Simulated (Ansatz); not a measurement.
BH4: several calculations on one system

### Relaxation

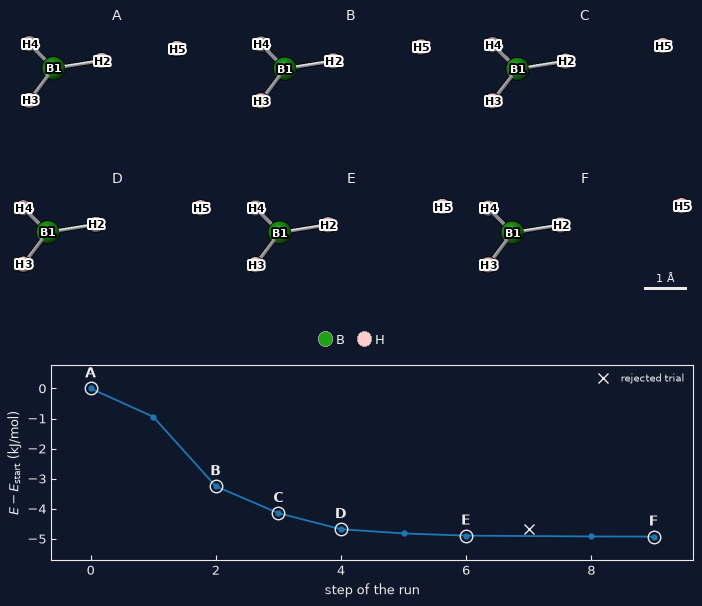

Frames of a relaxation of BH4 (multiplicity 2), marked on the history of the run. Style: ball-and-stick. Shown from a free direction.

The run prepares an end point of a later path (reaction) calculation, from a guessed geometry.

Method: Ansatz 0.2.0, UKS BHLYP/def2-SVP.

Input file:
```yaml
crystal:
  periodic: [false, false, false]
  atoms:
    - { symbol: B, position_ang: [0.0, -2.0e-06, -0.08328] }
    - { symbol: H, position_ang: [0.0, -4.0e-06, 1.112503] }
    - { symbol: H, position_ang: [1.037649, 2.0e-06, -0.678661] }
    - { symbol: H, position_ang: [-1.037649, 2.0e-06, -0.678662] }
    - { symbol: H, position_ang: [0.0, 3.0e-06, 2.978099] }
magnetization:
  spin_polarized: true
  initial_magnetization: 1
basis:
  gaussian: { orbitals: def2-SVP }
hamiltonian:
  xc: { name: BHLYP }
relax:
  f_tol: 0.03
  max_steps: 50
```

Command:
```bash
ansatz run input.yaml --threads 1 --pin off --max-ram 2048MiB --backend cpu --events-out ev --progress --plain --runs-dir out
```

Describe the path.

The energy falls by 4.93 kJ/mol in 8 accepted moves (9 points after the start). Largest force component: 0.16 eV/Å at the start, 0.003 eV/Å at the end. The line search rejected the trial step at point 7 of the run. The forces were under the threshold at step 5, but the run went on from there. The atom that moves furthest after the best rigid fit is H5 (0.90 Å). By element the largest moves are H 0.90 Å, B 0.22 Å. The run took 6.7 s on 1 thread of Arm Neoverse V1, on a shared host, peak memory 0.09 GiB. From step 0 to 2: H5 moves most (0.25 Å), energy −3.25 kJ/mol. From step 2 to 3: H5 moves most (0.20 Å), energy −0.89 kJ/mol. From step 3 to 4: H5 moves most (0.14 Å), energy −0.53 kJ/mol. From step 4 to 6: H5 moves most (0.19 Å), energy −0.21 kJ/mol. From step 6 to 9: H5 moves most (0.13 Å), energy −0.03 kJ/mol.

```csv
step,"E − E(0), kJ/mol","largest force component, eV/Å",note
0,0.00,0.1647,
1,-0.94,0.1347,
2,-3.25,0.0682,
3,-4.14,0.1898,
4,-4.68,0.0757,
5,-4.82,0.0086,
6,-4.89,0.0238,
7,-4.67,0.2545,rejected
8,-4.92,0.0023,
9,-4.93,0.0030,
```

### Relaxation

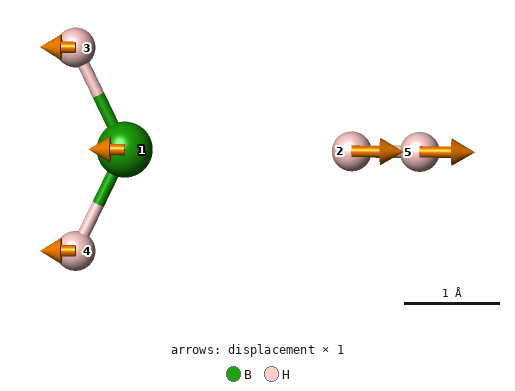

A relaxation of BH4 (multiplicity 2). The starting structure is drawn; orange arrows show the displacements, at their true length. The two geometries are superimposed by the best rigid fit.

A ball-and-stick model, seen face on.

The run prepares an end point of a later path (reaction) calculation, from a guessed geometry.

Theory: UKS BHLYP/def2-SVP (Ansatz 0.2.0).

The input:
```yaml
crystal:
  periodic: [false, false, false]
  atoms:
    - { symbol: B, position_ang: [0.0, 0.0, -0.364801] }
    - { symbol: H, position_ang: [0.0, -4.0e-06, 2.033152] }
    - { symbol: H, position_ang: [1.075342, 0.0, -0.884843] }
    - { symbol: H, position_ang: [-1.075342, 0.0, -0.884843] }
    - { symbol: H, position_ang: [0.0, 3.0e-06, 2.751336] }
magnetization:
  spin_polarized: true
  initial_magnetization: 1
basis:
  gaussian: { orbitals: def2-SVP }
hamiltonian:
  xc: { name: BHLYP }
relax:
  f_tol: 0.03
  max_steps: 50
output:
  orbitals: {}
```

Run as
```bash
ansatz run input.yaml --threads 1 --pin off --max-ram 2048MiB --backend cpu --events-out ev --progress --plain --runs-dir out
```

> Atoms of which element are displaced furthest, and by how much?

Hydrogen: up to 0.59 Å, against 0.38 Å for boron.

> What did the optimiser do to the structure, and how much energy did it gain?

The largest move after the best rigid fit is that of H5, 0.59 Å. By element the largest moves are H 0.59 Å, B 0.38 Å. Among the contacts that change: H2–H5 0.718 → 0.754 Å. After 5 geometry steps the energy has fallen by 2.30 kcal/mol. Largest force component: 1.8 eV/Å at the start, 0.017 eV/Å at the end. The run took 4.2 s on 1 thread of Arm Neoverse V1, on a shared host, peak memory 0.09 GiB.

Limits of the set-up: the start holds two separate molecules, 2.4 Å apart at their closest, whose relative position is a soft coordinate and is computed without a dispersion correction.

### Path

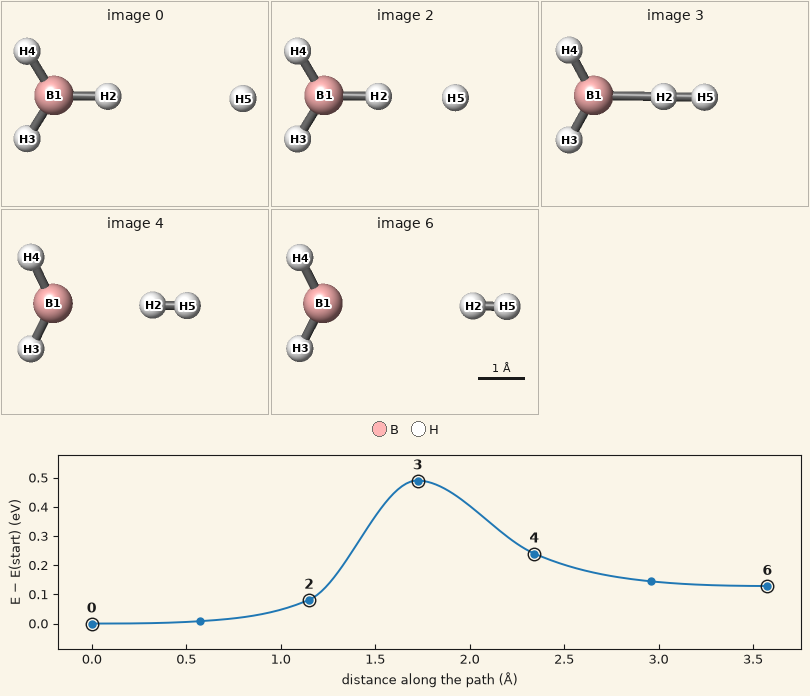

A search for the minimum-energy path of BH4 (multiplicity 2), made up at the start of BH$_{3}$ and H by the nudged elastic band. Images are numbered from 0 (start) to 6 (end). A ball-and-stick model, seen at a tilt.

The calculation used Ansatz 0.2.0, UKS BHLYP/def2-SVP. Run with 5 movable images; climbing image; force threshold 0.05 eV/Å; iteration limit 60; starting path through a guess of the saddle point.

Q: Describe the mechanism and the energy profile.

A: A hydrogen atom shifts from one atom to another. Breaking: B1–H2 (1.20 → 1.55 at the top → 3.33 Å). Forming: H2–H5 (2.99 → 0.90 at the top → 0.75 Å). The energy climbs by 0.49 eV to image 3 and then falls by 0.36 eV, so the end point sits at +0.13 eV. The band converged in 6 iterations. The largest component of the band force went from 2.7 to 0.016 eV/Å. The climbing image converged on the top of the path. Its vibrational analysis gives 2 imaginary modes over 30i cm⁻¹, so it isn't confirmed as a transition state.

Limits of the set-up: the start holds two separate molecules, 3.0 Å apart at their closest, whose relative position is a soft coordinate and is computed without a dispersion correction.

The run took 21 s on 1 thread of Arm Neoverse V1 (shared host), peak memory 0.088 GiB.
